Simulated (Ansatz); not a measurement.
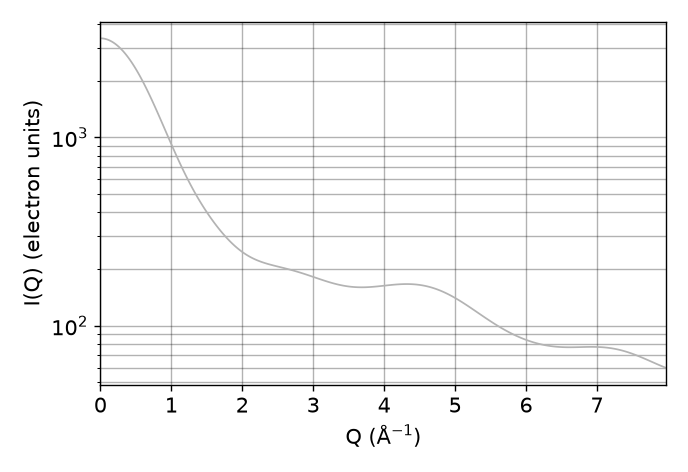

Elastic X-ray scattering of a randomly oriented, rigid molecule, calculated with the Debye equation from neutral-atom form factors (independent atoms, no Compton part, no vibration). The geometry is the end point of an optimisation (RKS PBE-D4/STO-3G in Ansatz 0.2.0); it may be a saddle point or a higher isomer. It contains C, Si, O, N, H.

Question: How many electrons does the independent-atom model of the molecule hold?

Answer: I(0) is the square of the electron number: I(0) = 3360, so about 58 electrons, the count of CH9NOSi2.

Question: What radius of gyration does the initial fall-off give?

Answer: From I(Q) ≈ I(0) exp(−Q²R²/3) at small Q, R ≈ 2.16 Å. It is larger than the electron-weighted radius of the nuclear positions alone (2.01 Å), because each atom's electron cloud adds to it.
